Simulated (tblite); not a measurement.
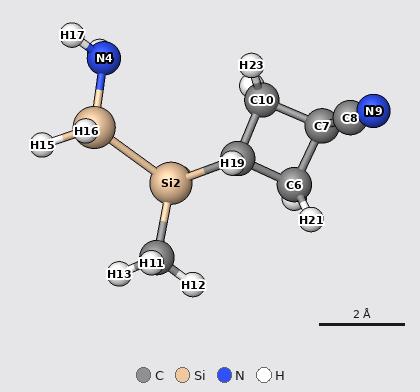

Fig. 1: The structure as given in the input (ball-and-stick view, seen on its broad side; atoms are numbered from 1 in the order of the input).

**Run report: C6H14N2Si2, geometry relaxation (part 1 of 2)**

C6H14N2Si2, computed with GFN2-xTB geometry optimisation, gas phase (tblite 0.8.0).

It belongs to a series of runs on one base structure; here: constitutional isomer.

## Log
```
step      E/eV     max force
  0    -795.01943    2.051
  1    -795.14519    4.500
  2    -795.13700    3.725
  3    -795.25893    0.958
  4    -795.28738    0.517
  5    -795.31942    0.776
  6    -795.33519    0.452
  7    -795.35139    0.315
  8    -795.37122    0.648
  9    -795.39056    0.676
 10    -795.40169    0.326
 11    -795.40705    0.138
 12    -795.41013    0.176
 13    -795.41244    0.191
 14    -795.41461    0.109
 15    -795.41655    0.119
 16    -795.41809    0.104
 17    -795.41927    0.104
 18    -795.42023    0.062
 19    -795.42104    0.071
 20    -795.42178    0.076
 21    -795.42255    0.077
 22    -795.42332    0.061
 23    -795.42393    0.053
 24    -795.42442    0.053
 25    -795.42493    0.058
 26    -795.42562    0.069
 27    -795.42653    0.076
 28    -795.42756    0.070
 29    -795.42856    0.094
 30    -795.42952    0.084
 31    -795.43044    0.065
 32    -795.43134    0.073
 33    -795.43225    0.071
 34    -795.43312    0.084
 35    -795.43391    0.071
 36    -795.43458    0.057
 37    -795.43519    0.051
 38    -795.43584    0.065
 39    -795.43665    0.087
 40    -795.43748    0.088
 41    -795.43816    0.055
 42    -795.43860    0.048
 43    -795.43895    0.049
 44    -795.43935    0.058
 45    -795.43990    0.061
 46    -795.44042    0.069
 47    -795.44090    0.070
 48    -795.44132    0.050
 49    -795.44167    0.039
 50    -795.44194    0.038
 51    -795.44213    0.036
 52    -795.44228    0.033
 53    -795.44244    0.036
 54    -795.44260    0.046
 55    -795.44278    0.043
 56    -795.44295    0.041
 57    -795.44312    0.045
 58    -795.44335    0.049
 59    -795.44365    0.054
 60    -795.44394    0.034
 61    -795.44414    0.030
 62    -795.44427    0.028
 63    -795.44440    0.036
 64    -795.44457    0.037
 65    -795.44477    0.032
 66    -795.44498    0.031
 67    -795.44517    0.031
 68    -795.44534    0.033
 69    -795.44549    0.030
 70    -795.44562    0.022
 71    -795.44573    0.024
 72    -795.44582    0.025
 73    -795.44593    0.025
 74    -795.44606    0.026
 75    -795.44622    0.036
 76    -795.44644    0.047
 77    -795.44671    0.044
 78    -795.44698    0.036
 79    -795.44717    0.032
 80    -795.44732    0.027
 81    -795.44748    0.053
 82    -795.44768    0.040
 83    -795.44793    0.041
 84    -795.44815    0.032
 85    -795.44831    0.038
 86    -795.44848    0.044
 87    -795.44867    0.038
 88    -795.44889    0.035
 89    -795.44914    0.031
 90    -795.44938    0.030
 91    -795.44956    0.062
 92    -795.44965    0.050
 93    -795.44977    0.021
 94    -795.44986    0.020
 95    -795.44997    0.026
 96    -795.45011    0.029
 97    -795.45025    0.027
 98    -795.45037    0.040
 99    -795.45050    0.026
100    -795.45062    0.022
101    -795.45076    0.033
102    -795.45087    0.030
103    -795.45097    0.027
104    -795.45108    0.031
105    -795.45120    0.063
106    -795.45130    0.027
107    -795.45139    0.054
108    -795.45149    0.026
109    -795.45157    0.033
110    -795.45171    0.026
111    -795.45184    0.024
112    -795.45196    0.055
113    -795.45207    0.052
114    -795.45230    0.035
115    -795.45296    0.041
116    -795.45342    0.084
117    -795.45374    0.060
118    -795.45414    0.137
119    -795.45490    0.074
120    -795.45580    0.258
121    -795.45628    0.202
122    -795.45698    0.156
123    -795.45769    0.225
124    -795.45827    0.141
125    -795.45914    0.067
126    -795.45964    0.068
127    -795.45978    0.202
128    -795.46095    0.119
129    -795.46175    0.094
130    -795.46418    0.216
131    -795.46552    0.225
132    -795.46766    0.146
133    -795.46917    0.218
134    -795.46974    0.276
135    -795.47124    0.172
136    -795.47201    0.135
137    -795.47284    0.100
138    -795.47333    0.141
139    -795.47361    0.043
140    -795.47388    0.052
141    -795.47426    0.105
142    -795.47466    0.041
143    -795.47495    0.084
144    -795.47520    0.034
145    -795.47536    0.032
146    -795.47549    0.026
147    -795.47564    0.033
148    -795.47579    0.023
149    -795.47591    0.037
150    -795.47601    0.027
151    -795.47612    0.027
152    -795.47623    0.024
153    -795.47633    0.016
154    -795.47641    0.016
155    -795.47646    0.011
156    -795.47650    0.012
157    -795.47653    0.018
158    -795.47656    0.016
159    -795.47659    0.019
160    -795.47662    0.013
161    -795.47664    0.011
162    -795.47666    0.008
```

## Trajectory as extended XYZ (Å, eV, eV/Å), 20 of the 163 frames kept, from step=0 to step=162
```
24
Properties=species:S:1:pos:R:3:forces:R:3 step=0 energy=-795.01943
C     1.1236    2.4589   -0.6821   -0.5720   1.4100  -0.1750
Si    0.9897    0.6276   -0.5550    0.3050  -1.7150   0.6380
Si    2.5630   -0.1493    0.9832   -0.3640   2.0120  -0.1620
N     2.5018   -1.8276    1.1661    0.8330  -1.6240   0.5370
C    -0.7721    0.1849    0.0687    0.5670  -0.1470  -1.3140
C    -1.9163    0.4187   -0.9605   -0.3990   0.6910   1.0290
C    -2.5617   -0.8952   -0.4625    0.1110  -0.2320  -0.2700
C    -3.5660   -0.7416    0.5762   -0.6690   0.0610   0.5460
N    -4.3788   -0.6258    1.3933    1.3090  -0.1530  -1.2510
C    -1.1559   -1.3137    0.0415   -0.1300   0.0570   0.9030
H     0.9248    2.9468    0.2794    0.0910  -0.1130  -0.2600
H     0.3784    2.8471   -1.3937    0.3330   0.0240   0.2300
H     2.1012    2.7739   -1.0155    0.1140   0.0880  -0.0590
H     1.2335   -0.0012   -1.8803   -0.2360   0.1260   0.0060
H     3.9285    0.1670    0.5399    0.1450   0.3460   0.0760
H     2.3214    0.4405    2.3304    0.1940  -0.2120  -0.2920
H     3.1072   -2.0966    1.9540   -0.5700  -0.2020  -0.3910
H     2.8961   -2.2957    0.3541   -0.3380  -0.1840   0.1740
H    -0.9710    0.6618    1.0379   -0.1810  -0.2920  -0.3160
H    -1.6165    0.3735   -2.0094    0.0770  -0.1320   0.2620
H    -2.4957    1.3418   -0.8030    0.0500  -0.2890  -0.0970
H    -2.9251   -1.5264   -1.2787   -0.3690  -0.0530   0.1880
H    -1.1028   -1.8139    1.0184   -0.1090   0.0230  -0.2760
H    -0.6190   -1.9358   -0.6948   -0.1960   0.5120   0.2750
24
Properties=species:S:1:pos:R:3:forces:R:3 step=9 energy=-795.39056
C     1.1077    2.4824   -0.6990    0.0660  -0.0720  -0.0030
Si    1.0326    0.5873   -0.5466   -0.0560  -0.1000   0.0750
Si    2.6224   -0.1067    0.9929   -0.0740  -0.0280  -0.0130
N     2.5825   -1.8286    1.1799   -0.0430   0.0870  -0.0300
C    -0.7475    0.1673    0.0115   -0.0680   0.0570   0.1350
C    -1.9351    0.4337   -0.9340    0.1040  -0.1070  -0.0960
C    -2.5517   -0.9110   -0.4949   -0.0050  -0.0220   0.0560
C    -3.5353   -0.7537    0.5286   -0.4490   0.0970   0.4960
N    -4.3218   -0.6221    1.3539    0.2740  -0.0370  -0.2720
C    -1.1716   -1.3102    0.0715    0.0540   0.0460  -0.1430
H     0.9261    2.9538    0.2587   -0.0360   0.0390   0.1270
H     0.3893    2.8861   -1.3990   -0.1320  -0.0030  -0.1120
H     2.0898    2.7973   -1.0267    0.1260   0.0360  -0.0540
H     1.1691    0.0108   -1.9065   -0.0280   0.0290   0.0040
H     3.9665    0.3231    0.5709    0.0690   0.1410   0.0470
H     2.3715    0.4223    2.3432    0.0790  -0.0830  -0.0620
H     3.0553   -2.2174    1.9794   -0.0060  -0.0210   0.0590
H     2.8173   -2.3837    0.3726   -0.0710  -0.0360  -0.0280
H    -0.9639    0.6289    0.9760    0.0490   0.0690   0.0760
H    -1.6256    0.3744   -1.9755   -0.0770   0.1480  -0.0740
H    -2.5283    1.3340   -0.7630    0.0670  -0.1250  -0.0250
H    -2.9891   -1.5495   -1.2684    0.1450   0.0190  -0.0890
H    -1.1483   -1.8039    1.0445   -0.0280   0.0540  -0.1410
H    -0.6235   -1.8948   -0.6626    0.0410  -0.1900   0.0680
24
Properties=species:S:1:pos:R:3:forces:R:3 step=17 energy=-795.41927
C     1.1123    2.4787   -0.7030    0.0060  -0.0060   0.0030
Si    1.0356    0.5839   -0.5394   -0.0160  -0.0440   0.0010
Si    2.6434   -0.1042    0.9808   -0.0250   0.0120   0.0330
N     2.5939   -1.8202    1.1746   -0.0560   0.0320  -0.0290
C    -0.7448    0.1651    0.0113   -0.0230   0.0040   0.0400
C    -1.9310    0.4301   -0.9376    0.0120   0.0020  -0.0140
C    -2.5487   -0.9139   -0.4976    0.0170  -0.0110  -0.0130
C    -3.5372   -0.7540    0.5305   -0.0580   0.0110   0.0450
N    -4.3148   -0.6140    1.3594    0.0720  -0.0130  -0.0740
C    -1.1692   -1.3131    0.0676    0.0150  -0.0080   0.0020
H     0.9252    2.9538    0.2549   -0.0070   0.0240   0.0380
H     0.3835    2.8685   -1.4056   -0.0390  -0.0140  -0.0350
H     2.0924    2.8023   -1.0366    0.0320  -0.0050  -0.0190
H     1.1426    0.0223   -1.9052    0.0220  -0.0180  -0.0380
H     3.9759    0.4049    0.6007    0.0350   0.0040  -0.0210
H     2.4099    0.3888    2.3417   -0.0090  -0.0130   0.0420
H     3.0290   -2.2323    1.9843    0.0140   0.0310  -0.0020
H     2.7627   -2.4081    0.3756   -0.0250  -0.0170  -0.0420
H    -0.9567    0.6323    0.9755    0.0070   0.0060   0.0340
H    -1.6433    0.4091   -1.9874    0.0110  -0.0080  -0.0090
H    -2.5310    1.3192   -0.7541    0.0100   0.0200   0.0510
H    -2.9604   -1.5484   -1.2862    0.0050  -0.0100  -0.0250
H    -1.1642   -1.7990    1.0406   -0.0050   0.0290   0.0450
H    -0.6170   -1.9320   -0.6373    0.0040  -0.0090  -0.0140
24
Properties=species:S:1:pos:R:3:forces:R:3 step=26 energy=-795.42562
C     1.1095    2.4704   -0.7076    0.0030   0.0160  -0.0160
Si    1.0388    0.5781   -0.5411   -0.0250  -0.0360   0.0320
Si    2.6439   -0.0897    0.9871   -0.0310  -0.0100   0.0130
N     2.5682   -1.8063    1.1590   -0.0080   0.0100   0.0130
C    -0.7391    0.1620    0.0204   -0.0180  -0.0080   0.0100
C    -1.9228    0.4320   -0.9290   -0.0030   0.0110  -0.0090
C    -2.5402   -0.9187   -0.5082    0.0240   0.0040   0.0140
C    -3.5350   -0.7612    0.5136   -0.0240   0.0050   0.0260
N    -4.3039   -0.6132    1.3485    0.0080  -0.0170  -0.0410
C    -1.1672   -1.3146    0.0765    0.0190  -0.0110   0.0110
H     0.9252    2.9558    0.2455   -0.0140   0.0040   0.0430
H     0.3761    2.8477   -1.4111   -0.0450   0.0220  -0.0480
H     2.0869    2.7931   -1.0481    0.0440   0.0140  -0.0330
H     1.1473    0.0163   -1.9095    0.0110  -0.0120   0.0080
H     3.9772    0.4224    0.6065    0.0110  -0.0110   0.0040
H     2.4183    0.3657    2.3647   -0.0040   0.0160  -0.0190
H     3.0225   -2.2148    1.9592    0.0190  -0.0350   0.0220
H     2.7140   -2.4022    0.3611   -0.0240   0.0220  -0.0520
H    -0.9488    0.6285    0.9866    0.0280   0.0020  -0.0100
H    -1.6371    0.4268   -1.9794    0.0150   0.0160  -0.0020
H    -2.5215    1.3169   -0.7237   -0.0190   0.0260  -0.0020
H    -2.9397   -1.5510   -1.3060    0.0220   0.0190   0.0110
H    -1.1754   -1.7822    1.0582   -0.0080  -0.0280   0.0190
H    -0.6090   -1.9418   -0.6156    0.0190  -0.0150   0.0070
24
Properties=species:S:1:pos:R:3:forces:R:3 step=34 energy=-795.43312
C     1.0980    2.4690   -0.7361    0.0100  -0.0240   0.0000
Si    1.0419    0.5781   -0.5379    0.0550  -0.0350   0.0260
Si    2.6370   -0.0773    1.0083   -0.0290   0.0100  -0.0010
N     2.5339   -1.7948    1.1492   -0.0070   0.0280  -0.0120
C    -0.7257    0.1574    0.0423    0.0290   0.0180   0.0210
C    -1.9063    0.4409   -0.9054    0.0280   0.0190  -0.0080
C    -2.5150   -0.9213   -0.5160   -0.0030   0.0040   0.0050
C    -3.5287   -0.7751    0.4867   -0.0740  -0.0160   0.0360
N    -4.3128   -0.6324    1.3079   -0.0160  -0.0140  -0.0110
C    -1.1577   -1.3188    0.1012    0.0270   0.0130   0.0010
H     0.9205    2.9527    0.2201    0.0010   0.0430  -0.0090
H     0.3562    2.8405   -1.4358   -0.0170  -0.0090  -0.0070
H     2.0728    2.7894   -1.0888    0.0070   0.0260  -0.0070
H     1.1654   -0.0114   -1.8948   -0.0100   0.0010   0.0220
H     3.9743    0.4244    0.6241    0.0000  -0.0150   0.0250
H     2.4177    0.3659    2.3914    0.0030   0.0130  -0.0380
H     3.0260   -2.2460    1.9037    0.0100  -0.0180  -0.0250
H     2.6083   -2.3542    0.3155    0.0010  -0.0390   0.0060
H    -0.9148    0.6282    1.0095   -0.0240   0.0000   0.0140
H    -1.6138    0.4720   -1.9532    0.0040  -0.0220  -0.0220
H    -2.5137    1.3160   -0.6825   -0.0150   0.0140   0.0200
H    -2.8949   -1.5444   -1.3282    0.0130  -0.0160  -0.0230
H    -1.2012   -1.7784    1.0865    0.0130   0.0150   0.0210
H    -0.5792   -1.9605   -0.5602   -0.0050   0.0040  -0.0320
24
Properties=species:S:1:pos:R:3:forces:R:3 step=43 energy=-795.43895
C     1.0956    2.4711   -0.7597   -0.0080  -0.0070   0.0010
Si    1.0544    0.5840   -0.5237    0.0160  -0.0280   0.0200
Si    2.6377   -0.0776    1.0233   -0.0050   0.0090  -0.0040
N     2.5103   -1.7962    1.1317    0.0050   0.0340   0.0100
C    -0.7114    0.1633    0.0654    0.0040   0.0170   0.0200
C    -1.8909    0.4507   -0.8817    0.0040   0.0130   0.0010
C    -2.4976   -0.9186   -0.5112    0.0060  -0.0060  -0.0090
C    -3.5435   -0.7976    0.4625   -0.0030   0.0040   0.0190
N    -4.3502   -0.6696    1.2642   -0.0140  -0.0240  -0.0250
C    -1.1465   -1.3118    0.1238    0.0170   0.0150   0.0030
H     0.9198    2.9788    0.1841   -0.0010   0.0160   0.0160
H     0.3370    2.8115   -1.4570   -0.0130   0.0100  -0.0290
H     2.0591    2.8043   -1.1313    0.0070  -0.0140  -0.0170
H     1.1722   -0.0373   -1.8662   -0.0060   0.0170   0.0000
H     3.9836    0.4139    0.6618    0.0190  -0.0200   0.0010
H     2.4115    0.3854    2.3982   -0.0010  -0.0480  -0.0100
H     3.0361   -2.2807    1.8412    0.0080   0.0020   0.0110
H     2.5178   -2.3396    0.2840    0.0000  -0.0070  -0.0010
H    -0.9020    0.6301    1.0339    0.0010   0.0230   0.0140
H    -1.5958    0.4932   -1.9287   -0.0160   0.0030  -0.0060
H    -2.5023    1.3192   -0.6453   -0.0140   0.0220  -0.0100
H    -2.8412   -1.5370   -1.3428   -0.0270  -0.0200  -0.0090
H    -1.1996   -1.7619    1.1131    0.0130  -0.0110   0.0000
H    -0.5659   -1.9579   -0.5319    0.0080   0.0000   0.0040
24
Properties=species:S:1:pos:R:3:forces:R:3 step=51 energy=-795.44213
C     1.0897    2.4729   -0.7761    0.0040   0.0060  -0.0070
Si    1.0586    0.5901   -0.5096    0.0120   0.0010  -0.0110
Si    2.6491   -0.0775    1.0273   -0.0270  -0.0140   0.0060
N     2.5054   -1.7944    1.1240   -0.0040  -0.0110   0.0030
C    -0.7078    0.1761    0.0831    0.0070   0.0090  -0.0020
C    -1.8867    0.4607   -0.8673   -0.0020  -0.0020   0.0040
C    -2.4860   -0.9151   -0.5059   -0.0040  -0.0100  -0.0030
C    -3.5513   -0.8150    0.4488   -0.0040   0.0150   0.0230
N    -4.3869   -0.7111    1.2237   -0.0060  -0.0130  -0.0010
C    -1.1366   -1.3009    0.1377    0.0050   0.0110   0.0080
H     0.9199    3.0015    0.1576    0.0000   0.0040   0.0030
H     0.3254    2.7949   -1.4767   -0.0080   0.0090  -0.0090
H     2.0490    2.7994   -1.1640    0.0120   0.0000  -0.0090
H     1.1691   -0.0385   -1.8497   -0.0020   0.0030  -0.0010
H     4.0065    0.3939    0.6848    0.0010   0.0040  -0.0100
H     2.4073    0.3613    2.4062    0.0170  -0.0060   0.0120
H     3.0453   -2.2921    1.8134    0.0020  -0.0010   0.0050
H     2.4683   -2.3347    0.2753    0.0140  -0.0050   0.0010
H    -0.8965    0.6457    1.0513   -0.0110  -0.0030  -0.0060
H    -1.5922    0.5084   -1.9147    0.0040   0.0030   0.0100
H    -2.5027    1.3268   -0.6313   -0.0140  -0.0060   0.0040
H    -2.8212   -1.5344   -1.3410    0.0170  -0.0090  -0.0310
H    -1.1895   -1.7545    1.1254   -0.0100   0.0000   0.0070
H    -0.5480   -1.9438   -0.5148   -0.0030   0.0150   0.0030
24
Properties=species:S:1:pos:R:3:forces:R:3 step=60 energy=-795.44394
C     1.0915    2.4790   -0.7909    0.0060  -0.0030   0.0000
Si    1.0555    0.5985   -0.5047    0.0020  -0.0160   0.0000
Si    2.6427   -0.0878    1.0327   -0.0290  -0.0170   0.0000
N     2.5011   -1.8063    1.1256    0.0160  -0.0140  -0.0100
C    -0.7120    0.1903    0.0935    0.0060   0.0110  -0.0080
C    -1.8914    0.4674   -0.8587   -0.0050   0.0020   0.0010
C    -2.4810   -0.9141   -0.5053    0.0030  -0.0160  -0.0010
C    -3.5570   -0.8304    0.4393   -0.0120  -0.0020   0.0020
N    -4.4037   -0.7445    1.2046    0.0110  -0.0060  -0.0080
C    -1.1336   -1.2890    0.1478    0.0190   0.0110   0.0090
H     0.9279    3.0164    0.1387    0.0010   0.0150   0.0030
H     0.3249    2.7962   -1.4914   -0.0140   0.0020   0.0020
H     2.0486    2.8000   -1.1886    0.0200  -0.0060   0.0020
H     1.1632   -0.0327   -1.8458   -0.0060   0.0010   0.0260
H     3.9979    0.3827    0.6840    0.0210   0.0110  -0.0250
H     2.4283    0.3336    2.4216   -0.0140   0.0090   0.0000
H     3.0513   -2.2980    1.8125   -0.0230   0.0030  -0.0200
H     2.4714   -2.3453    0.2749    0.0110   0.0100   0.0240
H    -0.9027    0.6623    1.0601    0.0000  -0.0090  -0.0050
H    -1.5930    0.5209   -1.9045   -0.0080   0.0160   0.0020
H    -2.5193    1.3243   -0.6210    0.0030   0.0110   0.0000
H    -2.7958   -1.5339   -1.3480   -0.0120  -0.0090  -0.0140
H    -1.1891   -1.7437    1.1348   -0.0060   0.0020   0.0050
H    -0.5376   -1.9259   -0.5034    0.0070  -0.0050   0.0150
24
Properties=species:S:1:pos:R:3:forces:R:3 step=68 energy=-795.44534
C     1.0960    2.4843   -0.8051   -0.0030  -0.0150   0.0120
Si    1.0523    0.6077   -0.4929   -0.0040  -0.0240  -0.0100
Si    2.6368   -0.0955    1.0386   -0.0200  -0.0110  -0.0120
N     2.4958   -1.8146    1.1199    0.0070  -0.0090  -0.0040
C    -0.7152    0.2035    0.1047    0.0080   0.0070   0.0040
C    -1.8957    0.4764   -0.8475    0.0100   0.0030   0.0030
C    -2.4703   -0.9165   -0.5104    0.0050   0.0010   0.0030
C    -3.5598   -0.8535    0.4200   -0.0120   0.0020   0.0030
N    -4.4152   -0.7825    1.1770    0.0040  -0.0080  -0.0070
C    -1.1280   -1.2781    0.1619    0.0100   0.0130   0.0070
H     0.9401    3.0393    0.1153    0.0110   0.0050   0.0130
H     0.3222    2.7908   -1.5030    0.0150   0.0100  -0.0100
H     2.0528    2.7929   -1.2144   -0.0100  -0.0010  -0.0030
H     1.1563   -0.0377   -1.8266   -0.0020   0.0000   0.0040
H     3.9862    0.3771    0.6705    0.0320   0.0090  -0.0020
H     2.4338    0.3161    2.4322   -0.0080   0.0060  -0.0090
H     3.0461   -2.3135    1.8009   -0.0080   0.0090   0.0130
H     2.4650   -2.3500    0.2675   -0.0010   0.0150  -0.0110
H    -0.9038    0.6754    1.0715   -0.0120   0.0000  -0.0040
H    -1.5984    0.5502   -1.8923    0.0040  -0.0050   0.0010
H    -2.5308    1.3256   -0.6002   -0.0120  -0.0130   0.0110
H    -2.7656   -1.5355   -1.3614    0.0040   0.0030  -0.0050
H    -1.1953   -1.7233    1.1527   -0.0130   0.0000   0.0000
H    -0.5168   -1.9187   -0.4714   -0.0070   0.0030   0.0020
24
Properties=species:S:1:pos:R:3:forces:R:3 step=77 energy=-795.44671
C     1.1036    2.4844   -0.8166    0.0110  -0.0160  -0.0010
Si    1.0469    0.6111   -0.4862   -0.0200  -0.0180  -0.0190
Si    2.6392   -0.1001    1.0318   -0.0420   0.0090  -0.0060
N     2.4918   -1.8179    1.1063   -0.0100   0.0040   0.0000
C    -0.7206    0.2194    0.1232    0.0090  -0.0030   0.0010
C    -1.9004    0.4855   -0.8318    0.0110   0.0070   0.0070
C    -2.4572   -0.9188   -0.5166   -0.0030   0.0000   0.0020
C    -3.5653   -0.8817    0.3925   -0.0250  -0.0050   0.0240
N    -4.4292   -0.8322    1.1417    0.0000  -0.0050  -0.0220
C    -1.1261   -1.2646    0.1849    0.0060   0.0110   0.0010
H     0.9649    3.0532    0.0981   -0.0020  -0.0050   0.0050
H     0.3305    2.7923   -1.5143   -0.0060   0.0080   0.0050
H     2.0596    2.7757   -1.2392    0.0150   0.0050  -0.0010
H     1.1435   -0.0485   -1.8148   -0.0150   0.0140   0.0140
H     3.9869    0.3751    0.6645    0.0430   0.0070  -0.0030
H     2.4316    0.3047    2.4250    0.0010   0.0160   0.0210
H     3.0264   -2.3241    1.7938    0.0050   0.0000   0.0060
H     2.4636   -2.3471    0.2507    0.0090  -0.0160  -0.0190
H    -0.9112    0.6974    1.0868    0.0190  -0.0120  -0.0100
H    -1.6008    0.5829   -1.8739   -0.0090   0.0000   0.0000
H    -2.5532    1.3162   -0.5690   -0.0010   0.0140  -0.0110
H    -2.7220   -1.5341   -1.3796    0.0010  -0.0130  -0.0030
H    -1.2152   -1.6997    1.1785    0.0010  -0.0010   0.0000
H    -0.4990   -1.9093   -0.4282    0.0020   0.0000   0.0100
```
